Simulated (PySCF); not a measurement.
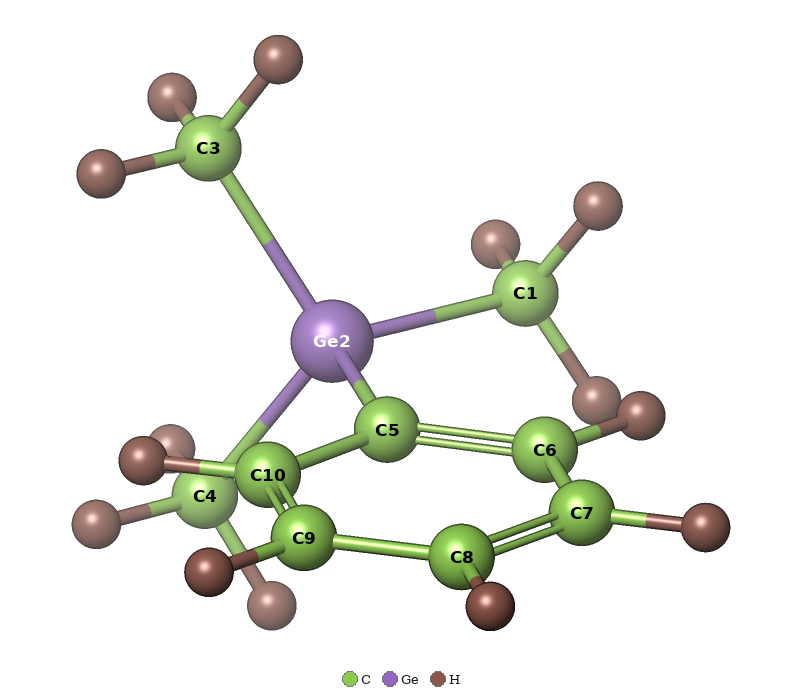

Distant atoms are faded towards the background colour. The computed structure is the end point of a PBE0-D3(BJ)/def2-SVP optimisation. No frequency run is at hand to confirm it as a minimum.

### How is the 6-membered ring C5–C6–C7–C8–C9–C10 puckered?

It is planar. The Cremer–Pople amplitude Q is 0.00 Å.

### Give the torsion angles round the ring, beginning with the bond from its second to its third atom.

0°, 0°, 0°, 0°, 0°, 0°.
